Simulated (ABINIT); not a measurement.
**SnO2 (Cassiterite): G0W0 with ABINIT, start to end**

How does a plane-wave GW calculation on SnO2 (Cassiterite) run from the first input to the gap?

Main program and level: ABINIT 10.8.3; PBE and many-body steps on it, plane waves.

**Experimental background.**

- Gap 3.6 eV: experimental gap quoted from earlier work; bulk crystal (quoted in “Study on the Photocatalytic Properties of Flower-Shaped SnO2”, 2022, pmc:9565917).

This is a report of a sequence of runs, with most program output left out.

## 1. The starting structure

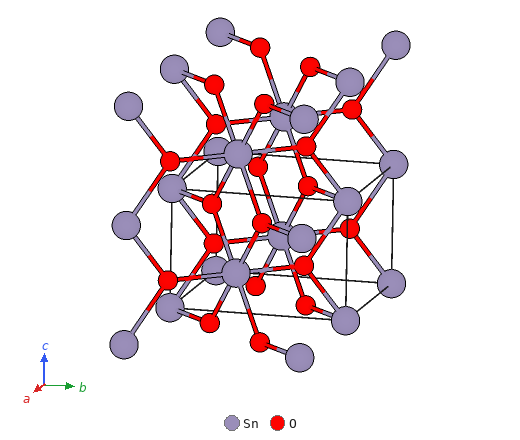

Start, viewed slightly off an axis; tin purple, oxygen red. 2×1×2 cells are drawn. Some periodic images of atoms are drawn too.

Coordinates:

```cif
data_structure
_symmetry_space_group_name_H-M 'P4_2/mnm'
_symmetry_Int_Tables_number 136
_cell_length_a 4.7380
_cell_length_b 4.7380
_cell_length_c 3.1865
_cell_angle_alpha 90.000
_cell_angle_beta 90.000
_cell_angle_gamma 90.000
_cell_volume 71.53
loop_
_atom_site_label
_atom_site_type_symbol
_atom_site_symmetry_multiplicity
_atom_site_Wyckoff_symbol
_atom_site_fract_x
_atom_site_fract_y
_atom_site_fract_z
_atom_site_occupancy
Sn1 Sn 2 a 0.00000 0.00000 0.00000 1
O1 O 4 f 0.30710 0.30710 0.00000 1
```

The cell and positions come from the Crystallography Open Database and are kept as given unless a step says otherwise.

## 2. Ground state

This step: ABINIT 10.8.3; DFT, PBE, plane waves, norm-conserving pseudopotentials.

The ground-state density comes first.

run.abi reads:

```
acell 3*1.0 Angstrom
rprim 
  4.738000000000 0.000000000000 0.000000000000
  0.000000000000 4.738000000000 0.000000000000
  0.000000000000 0.000000000000 3.186500000000
ntypat 2
znucl 50 8
natom 6
typat 1 1 2 2 2 2
xred 
  0.000000000000 0.000000000000 0.000000000000
  0.500000000000 0.500000000000 0.500000000000
  0.307100000000 0.307100000000 0.000000000000
  0.192900000000 0.807100000000 0.500000000000
  0.692900000000 0.692900000000 0.000000000000
  0.807100000000 0.192900000000 0.500000000000
pp_dirpath "pseudos"
pseudos "Sn.upf, O.upf"
ecut 42
ngkpt 4 4 6
nshiftk 1
shiftk 0 0 0
kptopt 1
chksymbreak 0
nband 41
occopt 1
tolvrs 1e-10
nstep 60
prtwf 0
optforces 0
optstress 0
indata_prefix "in"
outdata_prefix "out"
tmpdata_prefix "tmp"
```

Command:

```sh
OMP_NUM_THREADS=1 mpirun -n 4 abinit run.abi > log
```

The job ended after 61 s (4 MPI ranks of Arm Neoverse V2, shared host; peak memory 0.42 GiB; 4 min of CPU time).

This step gave:

- total energy: -13864.0888 eV
- gap: 1.284 eV
- k of the valence top: 0, 0, 0
- k of the conduction bottom: 0, 0, 0
- least direct gap: 1.284 eV

The gap is direct, at Γ.

## 3. Bands along the symmetry lines

Levels along a band path, at the cheap level, show where the edges lie and whether the meshes to come will hold them.

run.abi reads:

```
acell 3*1.0 Angstrom
rprim 
  4.738000000000 0.000000000000 0.000000000000
  0.000000000000 4.738000000000 0.000000000000
  0.000000000000 0.000000000000 3.186500000000
ntypat 2
znucl 50 8
natom 6
typat 1 1 2 2 2 2
xred 
  0.000000000000 0.000000000000 0.000000000000
  0.500000000000 0.500000000000 0.500000000000
  0.307100000000 0.307100000000 0.000000000000
  0.192900000000 0.807100000000 0.500000000000
  0.692900000000 0.692900000000 0.000000000000
  0.807100000000 0.192900000000 0.500000000000
pp_dirpath "pseudos"
pseudos "Sn.upf, O.upf"
ecut 42
iscf -2
irdden 1
kptopt 0
nkpt 75
kpt 
  0.00000000 0.00000000 0.00000000
  0.00000000 0.06250000 0.00000000
  0.00000000 0.12500000 0.00000000
  0.00000000 0.18750000 0.00000000
  0.00000000 0.25000000 0.00000000
  0.00000000 0.31250000 0.00000000
  0.00000000 0.37500000 0.00000000
  0.00000000 0.43750000 0.00000000
  0.00000000 0.50000000 0.00000000
  0.06250000 0.50000000 0.00000000
  0.12500000 0.50000000 0.00000000
  0.18750000 0.50000000 0.00000000
  0.25000000 0.50000000 0.00000000
  0.31250000 0.50000000 0.00000000
  0.37500000 0.50000000 0.00000000
  0.43750000 0.50000000 0.00000000
  0.50000000 0.50000000 0.00000000
  0.43750000 0.43750000 0.00000000
  0.37500000 0.37500000 0.00000000
  0.31250000 0.31250000 0.00000000
  0.25000000 0.25000000 0.00000000
  0.18750000 0.18750000 0.00000000
  0.12500000 0.12500000 0.00000000
  0.06250000 0.06250000 0.00000000
  0.00000000 0.00000000 0.00000000
  0.00000000 0.00000000 0.06250000
  0.00000000 0.00000000 0.12500000
  0.00000000 0.00000000 0.18750000
  0.00000000 0.00000000 0.25000000
  0.00000000 0.00000000 0.31250000
  0.00000000 0.00000000 0.37500000
  0.00000000 0.00000000 0.43750000
  0.00000000 0.00000000 0.50000000
  0.00000000 0.06250000 0.50000000
  0.00000000 0.12500000 0.50000000
  0.00000000 0.18750000 0.50000000
  0.00000000 0.25000000 0.50000000
  0.00000000 0.31250000 0.50000000
  0.00000000 0.37500000 0.50000000
  0.00000000 0.43750000 0.50000000
  0.00000000 0.50000000 0.50000000
  0.06250000 0.50000000 0.50000000
  0.12500000 0.50000000 0.50000000
  0.18750000 0.50000000 0.50000000
  0.25000000 0.50000000 0.50000000
  0.31250000 0.50000000 0.50000000
  0.37500000 0.50000000 0.50000000
  0.43750000 0.50000000 0.50000000
  0.50000000 0.50000000 0.50000000
  0.43750000 0.43750000 0.50000000
  0.37500000 0.37500000 0.50000000
  0.31250000 0.31250000 0.50000000
  0.25000000 0.25000000 0.50000000
  0.18750000 0.18750000 0.50000000
  0.12500000 0.12500000 0.50000000
  0.06250000 0.06250000 0.50000000
  0.00000000 0.00000000 0.50000000
  0.00000000 0.50000000 0.00000000
  0.00000000 0.50000000 0.06250000
  0.00000000 0.50000000 0.12500000
  0.00000000 0.50000000 0.18750000
  0.00000000 0.50000000 0.25000000
  0.00000000 0.50000000 0.31250000
  0.00000000 0.50000000 0.37500000
  0.00000000 0.50000000 0.43750000
  0.00000000 0.50000000 0.50000000
  0.50000000 0.50000000 0.00000000
  0.50000000 0.50000000 0.06250000
  0.50000000 0.50000000 0.12500000
  0.50000000 0.50000000 0.18750000
  0.50000000 0.50000000 0.25000000
  0.50000000 0.50000000 0.31250000
  0.50000000 0.50000000 0.37500000
  0.50000000 0.50000000 0.43750000
  0.50000000 0.50000000 0.50000000
istwfk *1
nband 46
nbdbuf 7
tolwfr 1e-07
nstep 50
prtwf 0
prtvol 0
indata_prefix "in"
outdata_prefix "out"
tmpdata_prefix "tmp"
```

The job ended after 75 s (4 MPI ranks; peak memory 0.61 GiB).

This step gave:

| Quantity | Value |
| --- | --- |
| gap | 1.284 eV |
| k of the valence top | 0, 0, 0 |
| k of the conduction bottom | 0, 0, 0 |
| least direct gap | 1.284 eV |

The gap is 1.284 eV, as in the run before at this level.

Electronic bands along the path, in eV, zero at the top of the highest filled band:

```
    point  band 31  band 32  band 33  band 34  band 35  band 36  band 37  band 38
        Γ    -1.25    -0.76    -0.76     0.00     1.28     6.14     6.39     6.39
        X    -1.20    -1.20    -0.63    -0.63     4.44     4.44     7.12     7.12
        M    -1.32    -1.32    -0.90    -0.90     4.83     4.83     7.55     7.55
        Γ    -1.25    -0.76    -0.76     0.00     1.28     6.14     6.39     6.39
        Z    -1.64    -1.64    -1.25    -1.25     6.22     6.22     9.80     9.80
        R    -1.09    -1.09    -0.71    -0.71     6.49     6.49     8.11     8.11
        A    -0.97    -0.97    -0.83    -0.83     4.93     4.93     8.93     8.93
        Z    -1.64    -1.64    -1.25    -1.25     6.22     6.22     9.80     9.80
jump to X    -1.20    -1.20    -0.63    -0.63     4.44     4.44     7.12     7.12
        R    -1.09    -1.09    -0.71    -0.71     6.49     6.49     8.11     8.11
jump to M    -1.32    -1.32    -0.90    -0.90     4.83     4.83     7.55     7.55
        A    -0.97    -0.97    -0.83    -0.83     4.93     4.93     8.93     8.93
```

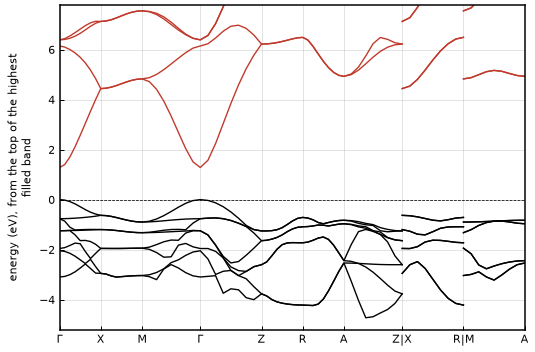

Electronic bands along the path; lines of filled and empty bands in two colours.

## 4. Empty states on the mesh, 2×2×4 mesh, 159 bands

The sums over transitions need many empty states on a uniform mesh; this step solves for them.

run.abi reads:

```
acell 3*1.0 Angstrom
rprim 
  4.738000000000 0.000000000000 0.000000000000
  0.000000000000 4.738000000000 0.000000000000
  0.000000000000 0.000000000000 3.186500000000
ntypat 2
znucl 50 8
natom 6
typat 1 1 2 2 2 2
xred 
  0.000000000000 0.000000000000 0.000000000000
  0.500000000000 0.500000000000 0.500000000000
  0.307100000000 0.307100000000 0.000000000000
  0.192900000000 0.807100000000 0.500000000000
  0.692900000000 0.692900000000 0.000000000000
  0.807100000000 0.192900000000 0.500000000000
pp_dirpath "pseudos"
pseudos "Sn.upf, O.upf"
ecut 42
ngkpt 2 2 4
nshiftk 1
shiftk 0 0 0
kptopt 1
chksymbreak 0
iscf -2
irdden 1
istwfk *1
nband 159
nbdbuf 14
tolwfr 1e-09
nstep 60
prtvol 0
indata_prefix "in"
outdata_prefix "out"
tmpdata_prefix "tmp"
```

Elapsed: 81 s, on 4 MPI ranks; peak memory 0.44 GiB; 5.4 min of CPU time.

Numbers from this step:

```yaml
gap: 1.284 eV
k_of_the_valence_top: 0, 0, 0
k_of_the_conduction_bottom: 0, 0, 0
least_direct_gap: 1.284 eV
k_points_computed: 9
lowest_point_of_the_top_converged_band_above_the_valence_top: 69.1368 eV
```

On this mesh the gap is 1.284 eV.

## 5. Screening, 2×2×4 mesh, 145 bands, screening to 106.1 eV

The RPA dielectric matrix is built and inverted for each q.

This step: RPA screening on PBE, plane waves, norm-conserving pseudopotentials.

Edit run.abi of step 4 so:

```diff
@@ -24,10 +24,11 @@
 chksymbreak 0
-iscf -2
-irdden 1
 istwfk *1
-nband 159
-nbdbuf 14
-tolwfr 1e-09
-nstep 60
-prtvol 0
+occopt 1
+irdwfk 1
+optdriver 3
+nband 145
+ecuteps 3.9
+inclvkb 2
+awtr 1
+symchi 1
 indata_prefix "in"
```

It took 69 s on 4 MPI ranks; peak memory 1.7 GiB.

Numbers from this step:

```yaml
eps_infinity_with_local_fields_on_this_mesh_along_the_program_s_q_direction: 5.152
the_same_without_local_fields: 5.373
plasma_frequency: 36.20 eV
plane_waves_in_the_screening_matrix: 177
```

Local fields lower ε∞ by 4 %. On a Γ-centred mesh this coarse the value itself is usually too large, while a short band sum pulls it down.

## 6. Self-energy, 2×2×4 mesh, 145 bands, screening to 106.1 eV

The self-energy is evaluated for the states that the input lists, and the levels follow from it, in one-shot runs by the linearised quasiparticle equation.

This step: G0W0 on PBE, plane waves, norm-conserving pseudopotentials.

Edit run.abi of step 5 so:

```diff
@@ -27,8 +27,31 @@
 irdwfk 1
-optdriver 3
+optdriver 4
 nband 145
+gwcalctyp 0
+ecutsigx 42
+symsigma 1
+nkptgw 9
+kptgw 
+  0.0000000000 0.0000000000 0.0000000000
+  0.5000000000 0.0000000000 0.0000000000
+  0.5000000000 0.5000000000 0.0000000000
+  0.0000000000 0.0000000000 0.2500000000
+  0.5000000000 0.0000000000 0.2500000000
+  0.5000000000 0.5000000000 0.2500000000
+  0.0000000000 0.0000000000 0.5000000000
+  0.5000000000 0.0000000000 0.5000000000
+  0.5000000000 0.5000000000 0.5000000000
+bdgw 
+  23 38
+  23 38
+  23 38
+  23 38
+  23 38
+  23 38
+  23 38
+  23 38
+  23 38
 ecuteps 3.9
-inclvkb 2
-awtr 1
-symchi 1
+irdscr 1
+ppmodel 1
 indata_prefix "in"
```

Run time: 1.7 min. Hardware: 4 MPI ranks; peak memory 2 GiB; 6.7 min of CPU time.

Numbers from this step:

```
G0W0 gap on the mesh                         : 2.619 eV
starting gap on the mesh                     : 1.284 eV
k of the valence top                         : 0, 0, 0
k of the conduction bottom                   : 0, 0, 0
Z at the valence top                         : 0.795
Z at the conduction bottom                   : 0.845
least direct G0W0 gap on the computed points : 2.619 eV
```

The gap on the mesh goes from 1.28 eV to 2.62 eV, a correction of +1.34 eV.

Limits: finite bands, cutoff and mesh; no spin-orbit coupling; coarse k mesh. v1 is the top filled band, c1 the lowest empty one. The levels before and after the correction (eV, zero at the valence-band top of each column):

```csv
,conduction bottom,valence top
Kohn-Sham,1.28,0.00
G0W0,2.62,0.00
```

```csv
,level,energy (eV)
Kohn-Sham,Γ v4,-1.245
Kohn-Sham,Γ v3-v2,-0.764
Kohn-Sham,Γ v1,0.000
Kohn-Sham,Γ c1,1.284
Kohn-Sham,Γ c2,6.143
Kohn-Sham,Γ c3-c4,6.388
G0W0,Γ v4,-1.133
G0W0,Γ v3-v2,-0.762
G0W0,Γ v1,0.000
G0W0,Γ c1,2.619
G0W0,Γ c2,8.028
G0W0,Γ c3-c4,7.604
```

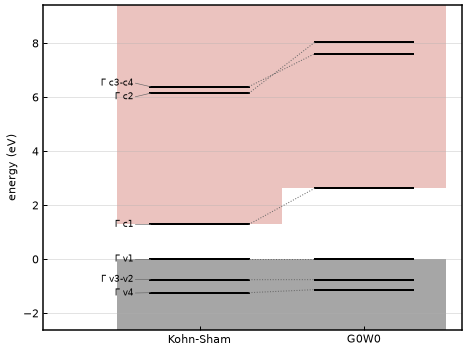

Levels before and after the correction. Shaded: valence and conduction bands.

## 7. Where the time went

Times are wall times on 4 MPI ranks of Arm Neoverse V2, shared host, good to a factor of about two.

| step | time | share | memory (GiB) |
| --- | --- | --- | --- |
| ground state | 61 s | 16 % | 0.42 |
| bands along the symmetry lines | 75 s | 19 % | 0.61 |
| empty states on the mesh | 81 s | 21 % | 0.44 |
| screening | 69 s | 18 % | 1.7 |
| self-energy | 1.7 min | 26 % | 2.0 |

## 8. Results

```json
{
  "PBE gap": "1.28 eV, direct",
  "G0W0 gap on the mesh": "2.62 eV",
  "GW settings": "2×2×4 mesh, 145 bands, screening to 106.1 eV, Godby-Needs plasmon pole",
  "known limits": "not at the basis limit; no spin-orbit coupling; coarse k mesh"
}
```

G0W0 moves the gap on the mesh from 1.28 eV to 2.62 eV (+1.34 eV), with Z of 0.80 and 0.84 at the edges. Local fields lower the RPA ε∞ on this mesh from 5.37 to 5.15; a Γ-centred mesh this coarse tends to raise both, most where the direct gap is narrow, while a short band sum lowers them. Against experiment, by G0W0@PBE: the gap of 2.62 eV lies −0.98 eV from the measured 3.6 eV (kind not stated, quoted 2022). The calculation has static nuclei and no excitons; a measured gap holds zero-point and thermal motion, which mostly lowers it. Against the values above the computed gap that would widen the miss. An edge that is forbidden or weak in absorption could explain it, and so could too strong a screening: the start's gap is only 1.28 eV, the mesh is coarse, and one shot does not repair that. Bands and cutoff are finite, so the gap is not at the basis limit. The miss can reach some tenths of an eV and take either sign; the mesh is an error of its own. The 2×2×4 mesh is coarse for this cell, which bears on the long-range parts of exchange and screening. The many-body steps are scalar-relativistic: spin-orbit coupling is not in them.

[Paths, hosts, dates, memory and timing lines, banners, echoed tables and standing remarks are left out of the program output.]

[Logs are printed without paths, hosts, clocks, repeated set-up lines and the standing remarks that a program may print on its own settings, such as how far it seeks lower states.]

[Runs of the session that timed out or met a known fault of the program may be left out.]

[Hosts, paths, dates, database ids (printed as entryN), source tags and the programs' standing remarks are cut or masked in the printed files.]

[G0W0 gaps are taken among the corrected bands and points alone; a level outside them can change the order at an edge.]

[Where Ansatz stands beside ABINIT at settings called matched, ABINIT's density can come from a denser mesh and the files from another edition; pairs whose starting gaps differed by over 0.03 eV were left out, so agreement reads better than it is.]
